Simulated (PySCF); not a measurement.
## Electronic structure of C5H11N2PSi in real space

```xyz
20

C    -1.8353    1.4757   -0.0395
C    -1.6253   -0.0147   -0.2733
C    -0.2712   -0.4821    0.2473
C    -0.1265   -0.2261    1.6389
N     0.0443    0.0125    2.7478
C     0.1128   -1.9293   -0.1090
N     1.4030   -1.6382   -0.7028
Si    1.3171    0.0748   -0.7399
P     3.0644    1.0260    0.2716
H    -2.7993    1.7911   -0.4317
H    -1.8052    1.7009    1.0245
H    -1.0542    2.0524   -0.5327
H    -2.4206   -0.5777    0.2259
H    -1.6802   -0.2333   -1.3425
H    -0.5965   -2.3671   -0.8197
H     0.2003   -2.5939    0.7565
H     1.9380   -2.3606   -1.1544
H     0.9233    0.7291   -2.0024
H     2.4050    1.2807    1.4603
H     2.8012    2.2902   -0.2279
```

Geometry: GFN2-xTB.

All numbers below come from PBE0/pcSseg-1, SCF density, gas phase, non-relativistic in PySCF 2.14.0.

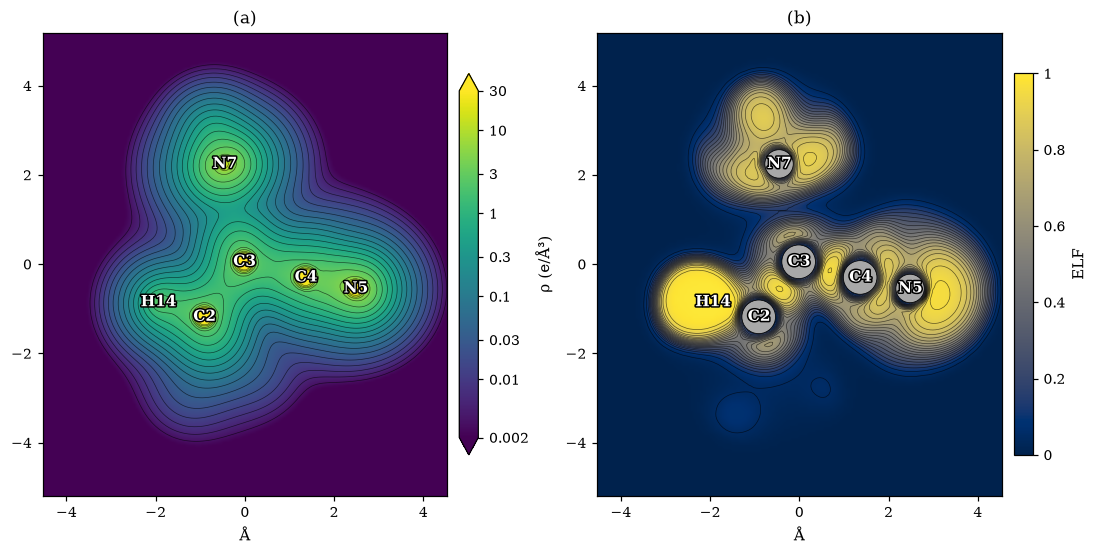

Figure 1. (a) total electron density; (b) ELF on the plane of atoms C3, C2 and H14. Grey discs cover the atomic cores in the ELF map.

Q: Describe what can be read from this map.

A:
- Atoms in the plane: C, N and H.
- C–N (1.15 Å): ρ is about 3.5 e/Å³ halfway; the ELF peaks at about 0.85 between the atoms; a multiple bond.
- C–C (1.42 Å): ρ is about 1.9 e/Å³ halfway; the ELF peaks at about 0.95 between the atoms, as expected for localised, covalent bonding.
- C–C (1.52 Å): the density is about 1.6 e/Å³ at the midpoint; the ELF peaks at about 0.95 between the atoms (a shared electron pair).
- The ELF also peaks beside N5 and N7, away from the bonds: lone-pair regions.

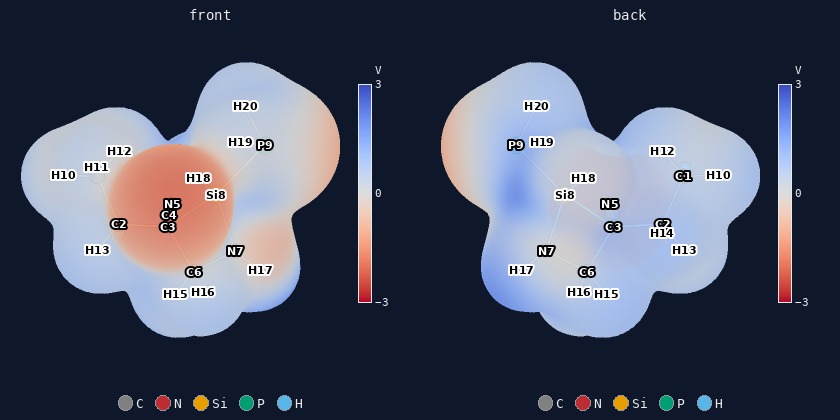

Figure 2. The molecular electrostatic potential painted on the density surface at 0.002 e/bohr³, seen from the front and from behind; red is negative and blue positive.

Q: Where is the surface potential most negative and most positive?

A: The most negative region (about −2.0 V, or −46 kcal/mol for a unit charge) lies over N5, the most positive (about +1.8 V, or +42 kcal/mol for a unit charge) over Si8 and H17. N5 is the likeliest acceptor of a hydrogen bond.

Q: What dipole moment does the calculation give?

A: Its dipole moment is 4.28 D.
